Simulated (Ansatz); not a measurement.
**AlH5OSSi: rigid scan of one bond length from a Python script**

How does the energy of AlH5OSSi change as one bond is stretched? Wanted for AlH5OSSi: a rigid scan of one bond length. SMILES: O[SiH2][AlH][SH].

All numbers are computed with the Python package of Ansatz 0.2.0. Level of theory: MP2/cc-pVDZ.

### Step 1. The system

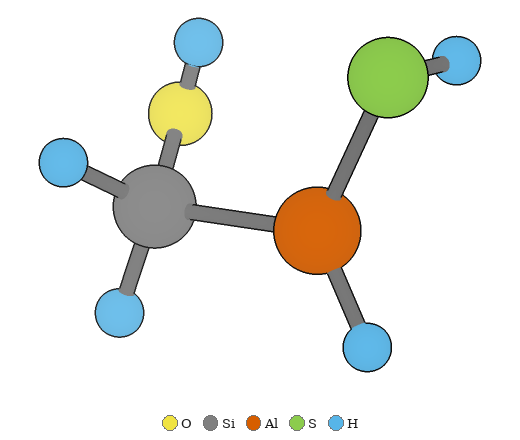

The starting structure, viewed from a chosen angle; oxygen yellow, silicon grey, aluminium orange, sulfur green, hydrogen blue.

The script holds or builds the structure itself.

### Step 2. Script

alh5ossi_scan.py reads:

```python
"""Potential curve of AlH5OSSi along one bond."""

import ansatz as az
import numpy as np

system = (
    az.Crystal.molecule()
    .atom("O", (0.1929, 1.9822, -0.4312))
    .atom("Si", (0.2916, 0.9369, 0.8753))
    .atom("Al", (-0.5841, -1.1727, 0.2421))
    .atom("S", (0.4349, -2.2704, -1.5026))
    .atom("H", (0.7361, 1.6449, -1.1623))
    .atom("H", (1.7123, 0.8254, 1.2456))
    .atom("H", (-0.4401, 1.4553, 2.028))
    .atom("H", (-1.736, -1.797, 1.052))
    .atom("H", (-0.5191, -1.6511, -2.3641))
)

symbols = [site.symbol for site in system.cartesian_sites]
start = np.array([site.position_ang for site in system.cartesian_sites])
axis = (start[4] - start[0]) / np.linalg.norm(start[4] - start[0])
moving = [4]
lengths, energies = [0.855, 0.894, 0.932, 0.971, 1.01, 1.049, 1.088, 1.146], []
for length in lengths:
    xyz = start.copy()
    xyz[moving] += (length - np.linalg.norm(start[4] - start[0])) * axis
    point = az.Crystal.molecule()
    for symbol, place in zip(symbols, xyz):
        point = point.atom(symbol, place.tolist())
    setup = point.calculation().basis(gaussian="cc-pVDZ").correlation("mp2")
    r = setup.run(threads=1, backend="cpu").report
    energies.append(r["free_energy_ev"])
    print(f"r = {length:6.3f} A  E = {energies[-1]:.5f} eV  <S^2> = {abs(r['mean_field']['state']['spin_squared']):.3f}")

# quartic fit about the minimum
fit = np.polynomial.Polynomial.fit(lengths, np.array(energies) - min(energies), 4).convert()
roots = [r.real for r in fit.deriv().roots() if abs(r.imag) < 1e-9 and fit.deriv(2)(r.real) > 0]
r_e = min(roots, key=lambda r: abs(r - lengths[int(np.argmin(energies))]))
print(f"minimum of the fit at {r_e:.4f} A, force constant {fit.deriv(2)(r_e):.2f} eV/A^2")
```

### Step 3. The calls as engine input

The package turns the script's settings into the engine's input (first run):

```yaml
crystal:
  periodic: [false, false, false]
  atoms:
    - { symbol: O, position_ang: [0.1929, 1.9822, -0.4312] }
    - { symbol: Si, position_ang: [0.2916, 0.9369, 0.8753] }
    - { symbol: Al, position_ang: [-0.5841, -1.1727, 0.2421] }
    - { symbol: S, position_ang: [0.4349, -2.2704, -1.5026] }
    - { symbol: H, position_ang: [0.6710791766517171, 1.6852746754701322, -1.074787621594386] }
    - { symbol: H, position_ang: [1.7123, 0.8254, 1.2456] }
    - { symbol: H, position_ang: [-0.4401, 1.4553, 2.028] }
    - { symbol: H, position_ang: [-1.736, -1.797, 1.052] }
    - { symbol: H, position_ang: [-0.5191, -1.6511, -2.3641] }
basis:
  gaussian:
    orbitals: cc-pVDZ
correlation:
  method: mp2
```

### Step 4. Running it

The run is started by

```console
$ python alh5ossi_scan.py
```

What it wrote:

```text
r =  0.855 A  E = -27393.04966 eV  <S^2> = 0.000
r =  0.894 A  E = -27393.31419 eV  <S^2> = 0.000
r =  0.932 A  E = -27393.44546 eV  <S^2> = 0.000
r =  0.971 A  E = -27393.47998 eV  <S^2> = 0.000
r =  1.010 A  E = -27393.43654 eV  <S^2> = 0.000
r =  1.049 A  E = -27393.33377 eV  <S^2> = 0.000
r =  1.088 A  E = -27393.18629 eV  <S^2> = 0.000
r =  1.146 A  E = -27392.90841 eV  <S^2> = 0.000
minimum of the fit at 0.9669 A, force constant 52.84 eV/A^2
```

Wall time 13 s (1 thread of Arm Neoverse V2, shared host); peak memory 0.24 GiB.

### Step 5. Inputs of later runs

The engine's inputs for some of the other runs:

Run 3, against run 1:

```diff
@@ -8 +8 @@
-    - { symbol: H, position_ang: [0.6710791766517171, 1.6852746754701322, -1.074787621594386] }
+    - { symbol: H, position_ang: [0.7141432662449128, 1.658534032208378, -1.132748144240898] }
```

Run 4, against run 1:

```diff
@@ -8 +8 @@
-    - { symbol: H, position_ang: [0.6710791766517171, 1.6852746754701322, -1.074787621594386] }
+    - { symbol: H, position_ang: [0.7359549479869208, 1.6449900700368403, -1.162104772594326] }
```

Run 6, against run 1:

```diff
@@ -8 +8 @@
-    - { symbol: H, position_ang: [0.6710791766517171, 1.6852746754701322, -1.074787621594386] }
+    - { symbol: H, position_ang: [0.7795783114709371, 1.6179021456937646, -1.2208180293011823] }
```

### Step 6. Run by run

From the records of these 8 runs:

```
run  distance (Å)  energy from run 4 (eV)  iterations in all  CPU time (s)
  1          0.85                  0.4303                 11           1.6
  2          0.89                  0.1658                 11           1.6
  3          0.93                  0.0345                 11           1.6
  4          0.97                  0.0000                 11           1.6
  5          1.01                  0.0434                 11           1.6
  6          1.05                  0.1462                 11           1.6
  7          1.09                  0.2937                 15           1.7
  8          1.15                  0.5716                 11           1.6
```

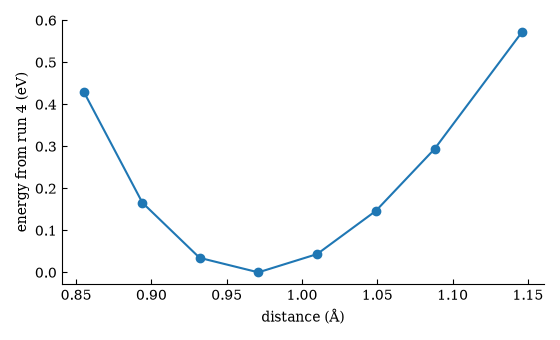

Energy against distance; lines join the points.

### Step 7. Summary of results

```
                        quantity     value
bond length at the fit's minimum  0.9669 Å
                   runs compared         8
                 range of energy  0.572 eV
      lowest point, distance (Å)      0.97
```

What this shows: The lowest point, at 0.97, lies inside the range. The ends stand 0.43 and 0.572 eV above it. The distance scanned is the script's pair 0, 4. Reading the output:
- The rest of the molecule is held rigid at a force-field or estimated start geometry, and the basis set is modest; single-reference methods fail as a bond breaks.
- The orbitals are restricted, so S² is zero by construction.
- S² is that of the Hartree-Fock reference.
